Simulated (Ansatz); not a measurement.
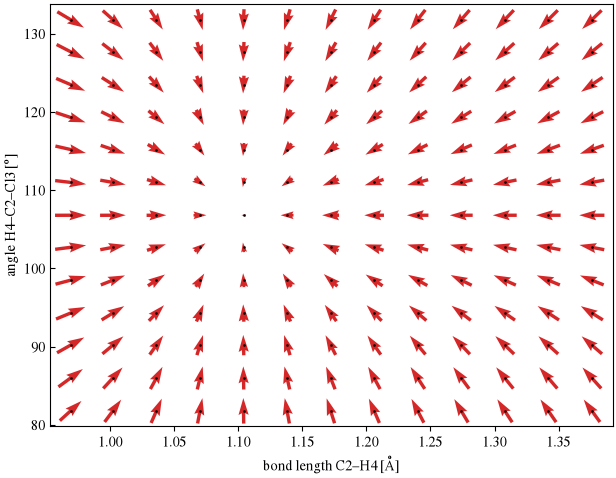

CHClLi, SMILES [Li][CH+]Cl, charge +1. 
- Coordinates scanned: (1) bond length C2–H4; (2) angle H4–C2–Cl3.
- Nothing is relaxed (all other coordinates rigid).
- Grid: 13 × 13 points.
- Points are written as (first, second).
- These are results of Ansatz, RKS r2SCAN-D4/def2-TZVP, not measurements.

In the figure: dots at the grid points, arrows along the force (downhill), their lengths compressed.

Question: The arrows alone are given. Where is the energy lowest?

Answer: The arrows converge at about (1.101 Å, 107°) (read from the interpolated surface).

The energy map of the same scan:

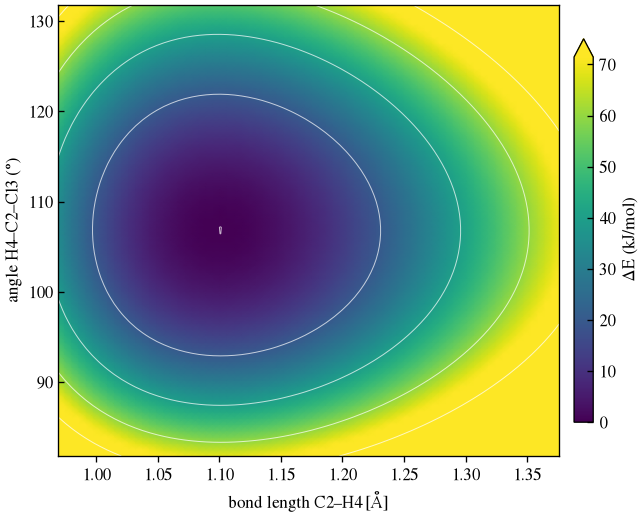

Energies are in kJ/mol, from the lowest grid point; between grid points the surface is interpolated.
